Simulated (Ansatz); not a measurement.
Geometry relaxation, with input and output: Si$_{2}$H$_{6}$O

- system: Si$_{2}$H$_{6}$O
- method: RKS PBE0/6-31G* (Ansatz 0.2.0)

It belongs to a series of runs on one base structure; here: start relaxed. Figures and captions count atoms from 1; the log counts them from 0 in places.

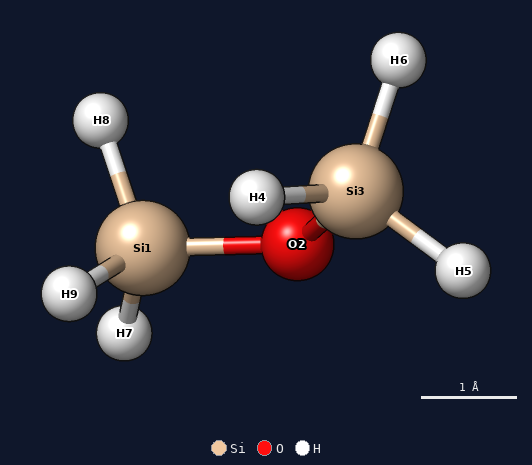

Fig. 1: The input geometry (ball-and-stick view, seen at a tilt; atoms are numbered from 1 in the order of the input).

**Input file**
```yaml
crystal:
  periodic: [false, false, false]
  atoms:
    - { symbol: Si, position_ang: [0.0, 0.0, 0.0] }
    - { symbol: O, position_ang: [0.0, 0.0, 1.68] }
    - { symbol: Si, position_ang: [-1.3147, -0.4067, 2.6436] }
    - { symbol: H, position_ang: [-2.239, -1.2403, 1.8804] }
    - { symbol: H, position_ang: [-0.8506, -1.1432, 3.8157] }
    - { symbol: H, position_ang: [-1.9987, 0.8095, 3.0733] }
    - { symbol: H, position_ang: [1.3768, 0.0, -0.4862] }
    - { symbol: H, position_ang: [-0.6877, 1.1914, -0.4862] }
    - { symbol: H, position_ang: [-0.6877, -1.1914, -0.4862] }
basis:
  gaussian: { orbitals: "6-31G*" }
hamiltonian:
  xc: pbe0
relax:
  f_tol: 0.02
  max_steps: 40
```

Hardware: 2 threads of AMD EPYC (Zen 5), 32 GiB of memory available, shared host.

Launch command:
```bash
ansatz run input.yaml --threads 2 --pin off --max-ram 3072MiB --backend cpu --events-out ev --progress --plain --runs-dir out
```

**Log**
```
The last accepted step is kept in [file] (removed where the run ends without a failure and the disk answers)
Engine: ansatz 0.2.0, x86_64-unknown-linux-gnu
Functional definition: PBE0
  parameter a = 0.25
  parameter kappa = 0.804
  parameter beta = 0.06672455060314922
  exchange = (1 - a)*pbe_x(kappa = kappa, mu = beta*pi^2/3) + a*exact_x
  correlation = pbe_c(beta = beta)
687 factors; integrals over basis functions are off by at most 6.8e-4 eV
mean field evaluation 1: about -17887.8055 eV, gradient 4.5e1 eV
mean field evaluation 2: about -17878.8042 eV, gradient 8.2e1 eV
mean field evaluation 4: about -17891.3390 eV, gradient 5.1e-1 eV
mean field evaluation 8: about -17891.3593 eV, gradient 1.5e-2 eV
mean field -17891.35931054 eV, -657.4953274636 hartree, gradient 1.0e-5 eV, S^2 0.000000; 0 other end points of the search recorded, 0 dependent functions left out
the calculation of the forces begins
reference -17891.35933931 eV, -657.4953285207 hartree; 21, 21 occupied and 44, 44 virtual orbitals, 687 factors
relax step   1: F+E_penalty+E_count = -17891.35931054 eV  Δ(F+E_penalty+E_count) = +0.000e0 eV  max|allowed force component| = 1.128e0 eV/Å  Δτ_max = 0.0000 Å  (23 SCF iters, accepted)
these checks for a lower state are left out or cut short: starts, cluster_reference, orbital_swaps, neighbouring_geometries, increment
687 factors; integrals over basis functions are off by at most 7.2e-4 eV
mean field evaluation 16: about -17891.4027 eV, gradient 1.1e-2 eV
mean field -17891.42110609 eV, -657.4975984080 hartree, gradient 6.3e-5 eV, S^2 0.000000; 0 other end points of the search recorded, 0 dependent functions left out
[... from here on the field's lines of each further geometry are left out, up to the last ...]
relax step   2: F+E_penalty+E_count = -17891.42110609 eV  Δ(F+E_penalty+E_count) = -6.180e-2 eV  max|allowed force component| = 4.741e-1 eV/Å  Δτ_max = 0.0388 Å  (23 SCF iters, accepted)
relax step   3: F+E_penalty+E_count = -17891.43798186 eV  Δ(F+E_penalty+E_count) = -1.688e-2 eV  max|allowed force component| = 2.363e-1 eV/Å  Δτ_max = 0.0447 Å  (23 SCF iters, accepted)
relax step   4: F+E_penalty+E_count = -17891.45726591 eV  Δ(F+E_penalty+E_count) = -1.928e-2 eV  max|allowed force component| = 3.109e-1 eV/Å  Δτ_max = 0.2000 Å  (25 SCF iters, accepted)
relax step   5: F+E_penalty+E_count = -17891.46560891 eV  Δ(F+E_penalty+E_count) = -8.343e-3 eV  max|allowed force component| = 9.185e-2 eV/Å  Δτ_max = 0.0958 Å  (23 SCF iters, accepted)
relax step   6: F+E_penalty+E_count = -17891.46865767 eV  Δ(F+E_penalty+E_count) = -3.049e-3 eV  max|allowed force component| = 2.857e-2 eV/Å  Δτ_max = 0.0619 Å  (23 SCF iters, accepted)
relax step   7: F+E_penalty+E_count = -17891.46917066 eV  Δ(F+E_penalty+E_count) = -5.130e-4 eV  max|allowed force component| = 3.177e-3 eV/Å  Δτ_max = 0.0288 Å  (23 SCF iters, accepted)
relax step   8: F+E_penalty+E_count = -17891.46618467 eV  Δ(F+E_penalty+E_count) = +2.986e-3 eV  max|allowed force component| = 1.904e-1 eV/Å  Δτ_max = 0.1578 Å  (24 SCF iters, rejected (line search))
relax step   9: F+E_penalty+E_count = -17891.46980651 eV  Δ(F+E_penalty+E_count) = -6.359e-4 eV  max|allowed force component| = 6.046e-2 eV/Å  Δτ_max = 0.0774 Å  (22 SCF iters, accepted)
relax step  10: F+E_penalty+E_count = -17891.46982597 eV  Δ(F+E_penalty+E_count) = -1.946e-5 eV  max|allowed force component| = 7.589e-2 eV/Å  Δτ_max = 0.0611 Å  (22 SCF iters, accepted)
relax step  11: F+E_penalty+E_count = -17891.47031041 eV  Δ(F+E_penalty+E_count) = -4.844e-4 eV  max|allowed force component| = 2.963e-2 eV/Å  Δτ_max = 0.0221 Å  (23 SCF iters, accepted)
relax step  12: F+E_penalty+E_count = -17891.47044329 eV  Δ(F+E_penalty+E_count) = -1.329e-4 eV  max|allowed force component| = 2.304e-2 eV/Å  Δτ_max = 0.0151 Å  (21 SCF iters, accepted)
relax step  13: F+E_penalty+E_count = -17891.47061334 eV  Δ(F+E_penalty+E_count) = -1.700e-4 eV  max|allowed force component| = 1.673e-2 eV/Å  Δτ_max = 0.0216 Å  (23 SCF iters, accepted)
relax step  14: F+E_penalty+E_count = -17891.47071820 eV  Δ(F+E_penalty+E_count) = -1.049e-4 eV  max|allowed force component| = 2.101e-2 eV/Å  Δτ_max = 0.0375 Å  (22 SCF iters, accepted)
the calculation of the forces begins
reference -17891.47077502 eV, -657.4994237074 hartree; 21, 21 occupied and 44, 44 virtual orbitals, 687 factors
relax step  15: F+E_penalty+E_count = -17891.47074610 eV  Δ(F+E_penalty+E_count) = -2.790e-5 eV  max|allowed force component| = 1.600e-2 eV/Å  Δτ_max = 0.0095 Å  (20 SCF iters, accepted)
687 factors; integrals over basis functions are off by at most 7.6e-4 eV
mean field evaluation 96: about -17891.4524 eV, gradient 4.4e-1 eV
```

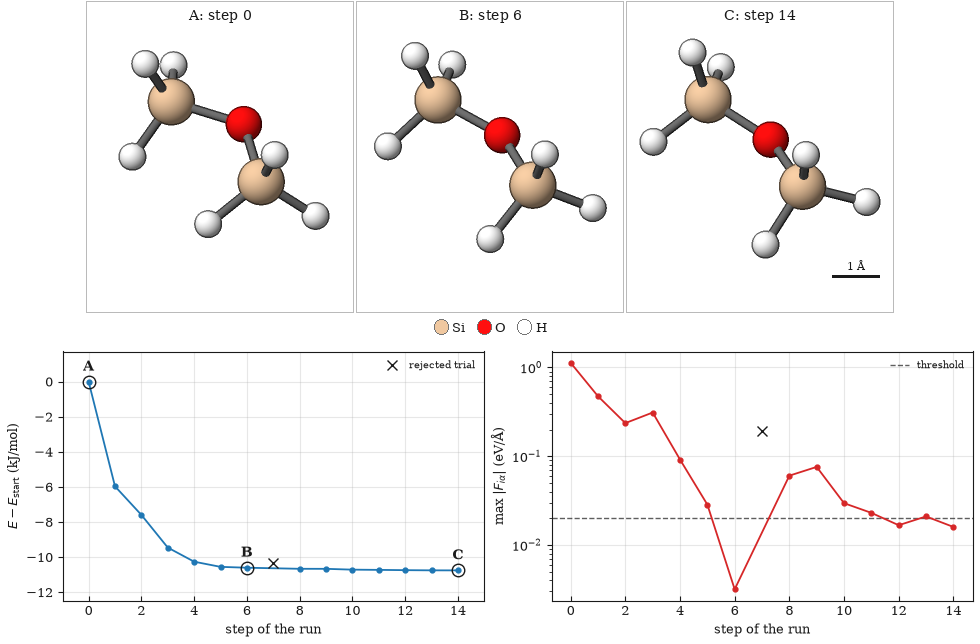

Fig. 2: Frames of the relaxation (ball-and-stick view, seen at a tilt) above the curves, on which the letters mark them (the first geometry is step 0 here and step 1 in the log).

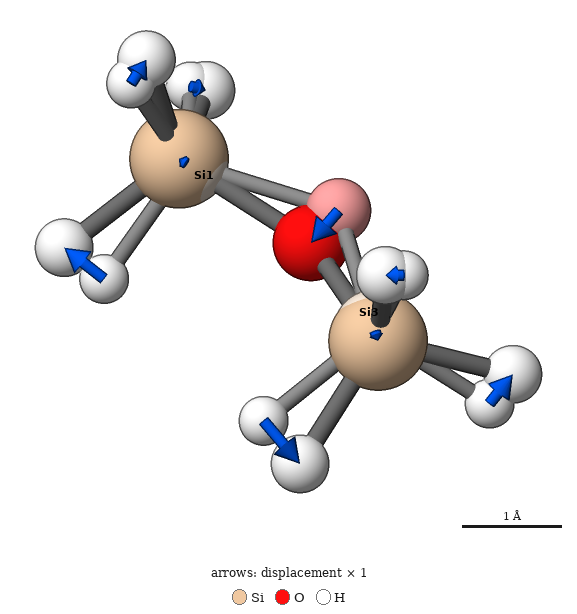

Fig. 3: Start (faint) and end (solid) with the displacements as blue arrows, at true length (ball-and-stick view, seen at a tilt). The two geometries are laid on each other by the best rigid fit. H4 moves most after the best rigid fit: 0.58 Å. By element the largest moves are H 0.58 Å, O 0.43 Å, Si 0.10 Å. Among the contacts that change: O2–Si3 1.680 → 1.649 Å, Si1–H7 1.460 → 1.486 Å. Among the angles that change: Si1–O2–Si3 125.0° → 145.8°. After 14 geometry steps the energy has fallen by 10.8 kJ/mol. Largest force component: 1.1 eV/Å at the start, 0.016 eV/Å at the end. The line search rejected the trial step at point 7 (counted from 0) and went back. (Atoms are counted from 1 in the order of the input.)

```
mean field -17891.47074610 eV, -657.4994226447 hartree, gradient 6.1e-6 eV, S^2 0.000000; 1 other end points of the search recorded, 0 dependent functions left out
the calculation of the forces begins
reference -17891.47077502 eV, -657.4994237074 hartree; 21, 21 occupied and 44, 44 virtual orbitals, 687 factors
Total energy: -17891.47077502 eV, -657.4994237074 hartree
Atom 0 at     0.018212     0.010845    -0.085520 Å, force    -0.006786    -0.001308     0.016000 eV/Å
Atom 1 at    -0.242959    -0.320122     1.508431 Å, force    -0.003932     0.001697    -0.006805 eV/Å
Atom 2 at    -1.368291    -0.466812     2.704248 Å, force     0.005051     0.002929    -0.009816 eV/Å
Atom 3 at    -2.365210    -1.521641     2.364050 Å, force     0.004929     0.002236     0.003368 eV/Å
Atom 4 at    -0.669667    -0.838339     3.961790 Å, force    -0.002673    -0.001260    -0.004644 eV/Å
Atom 5 at    -2.092794     0.819883     2.907025 Å, force     0.000701    -0.001801    -0.000452 eV/Å
Atom 6 at     1.477964    -0.073883    -0.347908 Å, force    -0.001197    -0.001256    -0.000658 eV/Å
Atom 7 at    -0.463452     1.379731    -0.426306 Å, force     0.001137    -0.003333     0.001297 eV/Å
Atom 8 at    -0.695404    -0.970361    -0.951409 Å, force     0.002770     0.002096     0.001710 eV/Å
Dipole moment:    -0.085697     0.017967    -0.039778 e Å
```

**Trajectory as extended XYZ (Å, eV, eV/Å), 15 frames, from step=1 to step=15**
```
9
Properties=species:S:1:pos:R:3:forces:R:3 step=1 energy=-17891.35931
Si    0.0000    0.0000    0.0000    0.1605   0.0750   1.1284
O     0.0000    0.0000    1.6800   -0.4636  -0.2581  -0.2952
Si   -1.3147   -0.4067    2.6436    0.9640   0.3463  -0.4637
H    -2.2390   -1.2403    1.8804   -0.4329  -0.3585  -0.2970
H    -0.8506   -1.1432    3.8157    0.1890  -0.2508   0.4105
H    -1.9987    0.8095    3.0733   -0.3100   0.4466   0.1868
H     1.3768    0.0000   -0.4862    0.4880   0.0112  -0.1144
H    -0.6877    1.1914   -0.4862   -0.2919   0.4808  -0.2842
H    -0.6877   -1.1914   -0.4862   -0.3034  -0.4925  -0.2712
9
Properties=species:S:1:pos:R:3:forces:R:3 step=2 energy=-17891.42111
Si    0.0020    0.0013   -0.0005    0.1111   0.0250   0.4741
O    -0.0082   -0.0196    1.6724   -0.3952  -0.1474  -0.2278
Si   -1.3112   -0.4048    2.6490    0.4266   0.1280  -0.1771
H    -2.2663   -1.2532    1.8946   -0.1177  -0.0935  -0.0596
H    -0.8293   -1.1447    3.8355    0.0624  -0.0468   0.0995
H    -2.0095    0.8256    3.0871   -0.0688   0.1177   0.0484
H     1.4044    0.0069   -0.4693    0.1194   0.0094  -0.0053
H    -0.6915    1.2076   -0.5107   -0.0686   0.1269  -0.0696
H    -0.6920   -1.1998   -0.5238   -0.0692  -0.1194  -0.0828
9
Properties=species:S:1:pos:R:3:forces:R:3 step=3 energy=-17891.43798
Si    0.0017    0.0002   -0.0055    0.1102   0.0249   0.0119
O    -0.0326   -0.0435    1.6563   -0.2363  -0.0654  -0.1235
Si   -1.3140   -0.4075    2.6520    0.0709   0.0101   0.0750
H    -2.2962   -1.2684    1.9241    0.0327   0.0277   0.0456
H    -0.8044   -1.1328    3.8469   -0.0111   0.0224  -0.0376
H    -2.0073    0.8360    3.0952    0.0224  -0.0301  -0.0220
H     1.4232    0.0163   -0.4419   -0.0440  -0.0019   0.0162
H    -0.6857    1.2198   -0.5247    0.0216  -0.0358   0.0237
H    -0.6863   -1.2009   -0.5681    0.0337   0.0480   0.0108
9
Properties=species:S:1:pos:R:3:forces:R:3 step=4 energy=-17891.45727
Si    0.0188    0.0066   -0.0642   -0.1183  -0.0777   0.3109
O    -0.1489   -0.1154    1.5878   -0.2137  -0.0157  -0.1056
Si   -1.3498   -0.4243    2.6990    0.1710   0.0094  -0.3023
H    -2.3866   -1.3219    2.0943    0.0758   0.0726   0.0885
H    -0.7454   -1.0895    3.8852   -0.0138   0.0303  -0.0456
H    -2.0065    0.8456    3.1270    0.0317  -0.0537  -0.0171
H     1.4708    0.0322   -0.3864   -0.0504   0.0004   0.0160
H    -0.6267    1.2537   -0.5764    0.0516  -0.0637   0.0312
H    -0.6272   -1.1676   -0.7318    0.0660   0.0980   0.0239
9
Properties=species:S:1:pos:R:3:forces:R:3 step=5 energy=-17891.46561
Si    0.0124    0.0039   -0.0725    0.0903   0.0015  -0.0587
O    -0.2000   -0.1441    1.5584   -0.0845  -0.0399  -0.0552
Si   -1.3598   -0.4311    2.6980   -0.0274  -0.0687   0.0746
H    -2.4203   -1.3521    2.1787    0.0919   0.0752   0.0069
H    -0.7123   -1.0577    3.8822   -0.0132   0.0136  -0.0350
H    -2.0017    0.8450    3.1193   -0.0098  -0.0004  -0.0212
H     1.4738    0.0316   -0.3473   -0.0303  -0.0163   0.0088
H    -0.5911    1.2699   -0.5792   -0.0244  -0.0267   0.0186
H    -0.6025   -1.1461   -0.8033    0.0075   0.0617   0.0611
9
Properties=species:S:1:pos:R:3:forces:R:3 step=6 energy=-17891.46866
Si    0.0184    0.0068   -0.0862   -0.0220  -0.0066   0.0182
O    -0.2457   -0.1755    1.5307    0.0065  -0.0020   0.0006
Si   -1.3678   -0.4380    2.7095    0.0006   0.0012  -0.0286
H    -2.4261   -1.3735    2.2310    0.0022   0.0000   0.0091
H    -0.6876   -1.0303    3.8899    0.0041   0.0007   0.0051
H    -2.0119    0.8442    3.1081   -0.0034   0.0010   0.0017
H     1.4843    0.0189   -0.3255    0.0052  -0.0008   0.0017
H    -0.5686    1.2854   -0.5770    0.0043   0.0020  -0.0012
H    -0.5966   -1.1186   -0.8460    0.0025   0.0044  -0.0067
9
Properties=species:S:1:pos:R:3:forces:R:3 step=7 energy=-17891.46917
Si    0.0176    0.0068   -0.0863    0.0032   0.0006  -0.0005
O    -0.2442   -0.1977    1.5279   -0.0013  -0.0024  -0.0010
Si   -1.3679   -0.4418    2.7086    0.0013  -0.0008   0.0017
H    -2.4199   -1.3936    2.2499    0.0002  -0.0022   0.0013
H    -0.6848   -1.0054    3.9017    0.0000   0.0029   0.0003
H    -2.0217    0.8437    3.0812   -0.0008   0.0001  -0.0030
H     1.4837    0.0081   -0.3268   -0.0010  -0.0011   0.0004
H    -0.5564    1.2989   -0.5572    0.0004   0.0015   0.0022
H    -0.6081   -1.0998   -0.8645   -0.0020   0.0013  -0.0014
9
Properties=species:S:1:pos:R:3:forces:R:3 step=8 energy=-17891.46619 accepted=F
Si    0.0161    0.0075   -0.0910   -0.0388   0.0376  -0.0025
O    -0.2489   -0.3184    1.5065   -0.0472   0.0079  -0.0679
Si   -1.3708   -0.4655    2.7076    0.0107   0.0303   0.1243
H    -2.3886   -1.5053    2.3569    0.0740   0.0887   0.0324
H    -0.6668   -0.8673    3.9668   -0.1011   0.0508  -0.1904
H    -2.0714    0.8404    2.9360    0.0615  -0.1551  -0.0300
H     1.4826   -0.0479   -0.3343   -0.0424  -0.0087  -0.0058
H    -0.4846    1.3742   -0.4496    0.0295  -0.1499   0.0445
H    -0.6691   -0.9985   -0.9644    0.0539   0.0984   0.0953
9
Properties=species:S:1:pos:R:3:forces:R:3 step=9 energy=-17891.46981
Si    0.0183    0.0077   -0.0828   -0.0087   0.0036  -0.0413
O    -0.2293   -0.2458    1.5270   -0.0093  -0.0093  -0.0058
Si   -1.3649   -0.4502    2.7040   -0.0231  -0.0112   0.0605
H    -2.3992   -1.4403    2.2837    0.0241   0.0144  -0.0048
H    -0.6842   -0.9474    3.9300   -0.0190   0.0214  -0.0312
H    -2.0468    0.8411    3.0081    0.0201  -0.0242  -0.0084
H     1.4819   -0.0202   -0.3398   -0.0161   0.0055   0.0001
H    -0.5330    1.3291   -0.5012    0.0188  -0.0172   0.0085
H    -0.6444   -1.0547   -0.8944    0.0132   0.0170   0.0223
9
Properties=species:S:1:pos:R:3:forces:R:3 step=10 energy=-17891.46983
Si    0.0169    0.0083   -0.0877   -0.0145   0.0104  -0.0006
O    -0.2430   -0.2915    1.5135   -0.0174   0.0134  -0.0269
Si   -1.3686   -0.4591    2.7066    0.0078   0.0155   0.0577
H    -2.3885   -1.4806    2.3284    0.0164   0.0242   0.0137
H    -0.6733   -0.8953    3.9507   -0.0422   0.0261  -0.0759
H    -2.0648    0.8380    2.9633    0.0331  -0.0686  -0.0186
H     1.4812   -0.0400   -0.3374   -0.0148  -0.0013  -0.0032
H    -0.5003    1.3571   -0.4682    0.0136  -0.0599   0.0211
H    -0.6613   -1.0175   -0.9348    0.0180   0.0401   0.0328
9
Properties=species:S:1:pos:R:3:forces:R:3 step=11 energy=-17891.47031
Si    0.0177    0.0080   -0.0847   -0.0127   0.0104   0.0028
O    -0.2350   -0.2750    1.5201   -0.0047  -0.0073  -0.0145
Si   -1.3665   -0.4576    2.7052   -0.0003   0.0163   0.0179
H    -2.3894   -1.4688    2.3098    0.0169   0.0085   0.0094
H    -0.6792   -0.9084    3.9448   -0.0173   0.0039  -0.0296
H    -2.0589    0.8359    2.9727    0.0064  -0.0218  -0.0043
H     1.4805   -0.0348   -0.3418   -0.0077  -0.0047  -0.0015
H    -0.5094    1.3476   -0.4752    0.0072  -0.0200   0.0063
H    -0.6614   -1.0275   -0.9164    0.0122   0.0146   0.0135
9
Properties=species:S:1:pos:R:3:forces:R:3 step=12 energy=-17891.47044
Si    0.0178    0.0099   -0.0844   -0.0019  -0.0113   0.0085
O    -0.2353   -0.2789    1.5191   -0.0062   0.0042  -0.0069
Si   -1.3667   -0.4565    2.7051    0.0040  -0.0230  -0.0051
H    -2.3820   -1.4779    2.3192   -0.0011   0.0094  -0.0049
H    -0.6802   -0.9015    3.9452    0.0032   0.0140   0.0014
H    -2.0660    0.8339    2.9626    0.0012  -0.0016   0.0015
H     1.4794   -0.0443   -0.3445   -0.0009   0.0065   0.0015
H    -0.5025    1.3528   -0.4687    0.0050  -0.0012   0.0022
H    -0.6662   -1.0183   -0.9191   -0.0034   0.0031   0.0018
9
Properties=species:S:1:pos:R:3:forces:R:3 step=13 energy=-17891.47061
Si    0.0182    0.0098   -0.0850   -0.0072  -0.0049   0.0167
O    -0.2377   -0.2924    1.5156   -0.0050   0.0015  -0.0057
Si   -1.3670   -0.4604    2.7050    0.0037  -0.0047  -0.0124
H    -2.3781   -1.4906    2.3324    0.0027   0.0012  -0.0003
H    -0.6766   -0.8811    3.9511    0.0028   0.0021   0.0009
H    -2.0737    0.8291    2.9460   -0.0003   0.0031   0.0001
H     1.4795   -0.0522   -0.3451   -0.0004   0.0011  -0.0001
H    -0.4908    1.3606   -0.4559    0.0032   0.0019   0.0015
H    -0.6754   -1.0035   -0.9296    0.0004  -0.0013  -0.0007
9
Properties=species:S:1:pos:R:3:forces:R:3 step=14 energy=-17891.47072
Si    0.0180    0.0104   -0.0859   -0.0069   0.0005   0.0210
O    -0.2428   -0.3160    1.5092   -0.0062   0.0017  -0.0096
Si   -1.3684   -0.4659    2.7045    0.0085   0.0052  -0.0089
H    -2.3688   -1.5158    2.3586    0.0066   0.0042   0.0051
H    -0.6703   -0.8460    3.9601   -0.0051  -0.0021  -0.0082
H    -2.0883    0.8222    2.9150    0.0004  -0.0045  -0.0019
H     1.4784   -0.0686   -0.3465   -0.0014  -0.0030  -0.0017
H    -0.4686    1.3763   -0.4320    0.0001  -0.0067   0.0014
H    -0.6908   -0.9773   -0.9486    0.0040   0.0047   0.0028
9
Properties=species:S:1:pos:R:3:forces:R:3 step=15 energy=-17891.47075
Si    0.0182    0.0108   -0.0855   -0.0068  -0.0013   0.0160
O    -0.2430   -0.3201    1.5084   -0.0039   0.0017  -0.0068
Si   -1.3683   -0.4668    2.7042    0.0051   0.0029  -0.0098
H    -2.3652   -1.5216    2.3641    0.0049   0.0022   0.0034
H    -0.6697   -0.8383    3.9618   -0.0027  -0.0013  -0.0046
H    -2.0928    0.8199    2.9070    0.0007  -0.0018  -0.0005
H     1.4780   -0.0739   -0.3479   -0.0012  -0.0013  -0.0007
H    -0.4635    1.3797   -0.4263    0.0011  -0.0033   0.0013
H    -0.6954   -0.9704   -0.9514    0.0028   0.0021   0.0017
```

**Summary**

- outcome: converged
- total energy: −17891.4708 eV
- mean-field energy: −17891.4708 eV
- largest force (length of the vector) at the end: 0.017 eV/Å
- wall time: 7.5 s (CPU time 14 s)
- peak memory: 0.14 GiB
